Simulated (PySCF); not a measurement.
Consider C₄H₄OP (SMILES [PH-]c1ccco1) (charge −1).

```json
{"atom": "P", "x (Å)": "2.6213", "y (Å)": "0.0812", "z (Å)": "-0.0267"}
{"atom": "C", "x (Å)": "0.8658", "y (Å)": "0.0511", "z (Å)": "-0.0177"}
{"atom": "C", "x (Å)": "-0.0422", "y (Å)": "1.0626", "z (Å)": "-0.2796"}
{"atom": "C", "x (Å)": "-1.3222", "y (Å)": "0.4965", "z (Å)": "-0.1298"}
{"atom": "C", "x (Å)": "-1.1355", "y (Å)": "-0.8070", "z (Å)": "0.2106"}
{"atom": "O", "x (Å)": "0.1954", "y (Å)": "-1.0919", "z (Å)": "0.2818"}
{"atom": "H", "x (Å)": "2.7114", "y (Å)": "-1.2409", "z (Å)": "0.3179"}
{"atom": "H", "x (Å)": "0.2021", "y (Å)": "2.0731", "z (Å)": "-0.5449"}
{"atom": "H", "x (Å)": "-2.2705", "y (Å)": "0.9906", "z (Å)": "-0.2560"}
{"atom": "H", "x (Å)": "-1.8167", "y (Å)": "-1.6106", "z (Å)": "0.4218"}
```

Geometry: GFN2-xTB.

All numbers below come from PBE0/pcSseg-1, SCF density, gas phase, non-relativistic in PySCF.

**Predict the electron density and electron localisation function between the atoms.**

C–O (1.36 Å): the density is about 2.3 e/Å³ at the midpoint; the ELF peaks at about 0.90 between the atoms (a shared but strongly polarised pair).
C–C (1.36 Å): ρ at the midpoint is about 2.2 e/Å³; the ELF peaks at about 0.95 between the atoms, as expected for localised, covalent bonding.
C–P (1.76 Å): ρ at the midpoint is about 1.2 e/Å³; the ELF peaks at about 0.95 between the atoms (localised, covalent bonding).
C–H (1.07 Å): ρ is about 2 e/Å³ halfway; the ELF climbs to about 1 towards the hydrogen, as it does in any bond to H (an ordinary covalent bond to hydrogen).

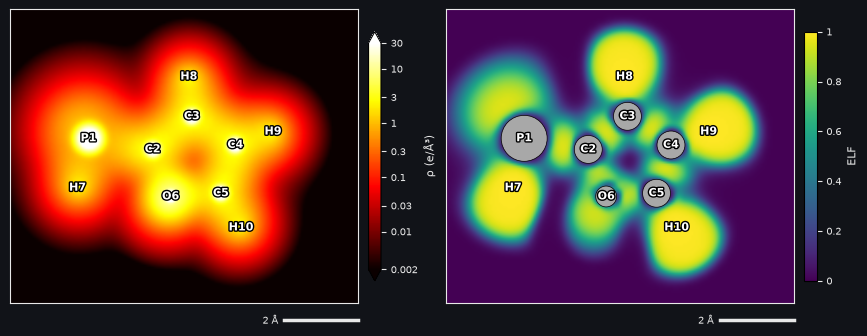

Computed electron density and electron localisation function on the molecular plane, in this order. Grey discs cover the atomic cores in the ELF map. 
